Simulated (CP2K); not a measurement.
**GaH2OF (SMILES [OH][GaH][F]): GFN2-xTB**

What is the vertical ionisation energy of GaH2OF at GFN2-xTB? 

The calculation is run with CP2K 2026.2.

9 further runs of the same task are left out: 4 that didn't finish, 5 set aside as unsound or not needed.

## (1) The molecule

GaH2OF: 5 atoms, total charge 0, spin state singlet. As SMILES, `[OH][GaH][F]`. Geometry: relaxed at PBE0-D4/def2-TZVP. This is one conformer, not always the lowest.

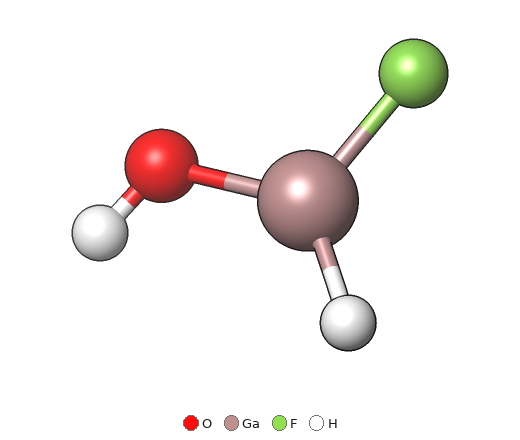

The structure, seen from a chosen angle (oxygen red, gallium pink, fluorine green, hydrogen white).

## (2) A single-point energy at GFN2-xTB

File gas.inp:

```
&global
  project gas
  run_type ENERGY
  print_level MEDIUM
&end
&force_eval
  method QS
  &dft
    ! Quickstep
    &qs
      method XTB
      eps_default 1.0E-10
      &xtb
        gfn_type TBLITE
        &tblite
          method GFN2
        &end
        check_atomic_charges F
      &end
    &end
    ! no periodic images
    &poisson
      periodic NONE
      poisson_solver ANALYTIC
    &end
    &scf
      scf_guess ATOMIC
      eps_scf 1.0E-06
      max_scf 150
      added_mos 4
      &diagonalization
        algorithm STANDARD
      &end
      &mixing
        method DIRECT_P_MIXING
        alpha 0.4
      &end
      &smear ON
        method FERMI_DIRAC
        electronic_temperature [K] 300
      &end
    &end
    ! extra output
    &print
      &moments
        periodic F
        reference COM
        max_moment 1
      &end
      &mo ON
        energies T
        occupation_numbers T
        ndigits 6
        &each
          qs_scf 0
        &end
        add_last NUMERIC
      &end
      &hirshfeld OFF
      &end
    &end
  &end
  &subsys
    &cell
      abc 14.8 15.2 13.8
      periodic NONE
    &end
    &coord
      O      6.090400     6.832750     6.596350
      Ga     7.604500     7.701950     6.895750
      F      7.659100     9.199250     5.998950
      H      6.010200     6.000750     7.067350
      H      8.789800     7.298850     7.801050
    &end
  &end
&end
```

Started as:

```console
$ OMP_NUM_THREADS=1 cp2k.psmp -i gas.inp -o gas.out
```

The program printed:

```text
CP2K| version string:                                       CP2K version 2026.2
[...]
 GLOBAL| Method name                                                        CP2K
[...]
 GLOBAL| Run type                                                         ENERGY
[...]
                             - Atoms:                                          5
[...]
                             - Spherical basis functions:                     19
[...]
 Number of electrons:                                                         18
[...]
  *** SCF run converged in    13 steps ***
[...]
  Fermi energy:                                                -0.31889598391596
[...]
 TB_DIPOLE| Moment [Debye]          0.83997593      -2.83873483       2.22258660
 TB_DIPOLE| Derivative [a.u.]       0.00000000       0.00000000       0.00000000
[...]
 ENERGY| Total FORCE_EVAL ( QS ) energy [hartree]            -11.105480711571630
[...]
```

Wall time 0.22 s (1 thread of Arm Neoverse V2, shared host).

## (3) The doublet cation

File job.inp:

```
&FORCE_EVAL
  METHOD Quickstep
  &DFT
    CHARGE 1
    MULTIPLICITY 2
    UKS T
    &QS
      METHOD XTB
      EPS_DEFAULT 1.0E-10
      &XTB
        GFN_TYPE TBLITE
        &TBLITE
          METHOD GFN2
        &END TBLITE
        CHECK_ATOMIC_CHARGES F
      &END XTB
    &END QS
    &POISSON
      PERIODIC NONE
      POISSON_SOLVER ANALYTIC
    &END POISSON
    &SCF
      SCF_GUESS ATOMIC
      EPS_SCF 1.0E-06
      MAX_SCF 150
      ADDED_MOS 4
      &DIAGONALIZATION
        ALGORITHM STANDARD
      &END DIAGONALIZATION
      &MIXING
        METHOD DIRECT_P_MIXING
        ALPHA 0.4
      &END MIXING
      &SMEAR ON
        METHOD FERMI_DIRAC
        ELECTRONIC_TEMPERATURE [K] 300
        FIXED_MAGNETIC_MOMENT 1.0
      &END SMEAR
    &END SCF
    &PRINT
      &MOMENTS
        PERIODIC F
        REFERENCE COM
        MAX_MOMENT 1
      &END MOMENTS
      &MO ON
        ENERGIES T
        OCCUPATION_NUMBERS T
        NDIGITS 6
        &EACH
          QS_SCF 0
        &END EACH
        ADD_LAST NUMERIC
      &END MO
      &HIRSHFELD OFF
      &END HIRSHFELD
    &END PRINT
  &END DFT
  &SUBSYS
    &CELL
      ABC 14.8 15.2 13.8
      PERIODIC NONE
    &END CELL
    &COORD
      O      6.090400     6.832750     6.596350
      Ga     7.604500     7.701950     6.895750
      F      7.659100     9.199250     5.998950
      H      6.010200     6.000750     7.067350
      H      8.789800     7.298850     7.801050
    &END COORD
  &END SUBSYS
&END FORCE_EVAL
&GLOBAL
  PROJECT job
  RUN_TYPE ENERGY
  PRINT_LEVEL MEDIUM
&END GLOBAL
```

Started as:

```console
$ OMP_NUM_THREADS=1 cp2k.psmp job.inp > job.out
```

The program printed:

```text
CP2K| version string:                                       CP2K version 2026.2
[...]
 GLOBAL| Method name                                                        CP2K
[...]
 GLOBAL| Run type                                                         ENERGY
[...]
                             - Atoms:                                          5
[...]
                             - Spherical basis functions:                     19
[...]
 Number of electrons:                                                          9
[...]
  *** SCF run converged in    20 steps ***
[...]
  Fermi energy:                                                -0.65837532619435
[...]
 TB_DIPOLE| Moment [Debye]          1.57918279      -4.05462872       3.38446890
 TB_DIPOLE| Derivative [a.u.]       0.00000000       0.00000000       0.00000000
[...]
 ENERGY| Total FORCE_EVAL ( QS ) energy [hartree]            -10.505656011212167
[...]
```

Run time: 0.24 s. Hardware: 1 thread of Arm Neoverse V2, shared host.

## (4) Results

Level: GFN2-xTB.

```
                                                 quantity         value
                             singlet GaH2OF: total energy  -11.10548 Eh
singlet GaH2OF: dipole moment (from atomic charges alone)        3.70 D
                              singlet GaH2OF: HOMO energy     -12.93 eV
                              singlet GaH2OF: LUMO energy      -7.78 eV
                            singlet GaH2OF: HOMO–LUMO gap       5.14 eV
                        singlet GaH2OF: dispersion energy  -3.67 kJ/mol
                             doublet cation: total energy  -10.50566 Eh
       doublet cation: HOMO energy (highest over α and β)     -20.18 eV
        doublet cation: LUMO energy (lowest over α and β)     -19.76 eV
                        doublet cation: dispersion energy  -2.90 kJ/mol
       vertical ionisation energy (to the doublet cation)     16.322 eV
```

In words: Removing an electron at fixed nuclei costs 16.32 eV (376 kcal/mol). xTB total energies overstate such differences by several eV unless an empirical shift is taken off; none is applied here. The dipole (singlet GaH2OF) comes from point charges on the atoms alone, without atomic dipoles, so it is partial.
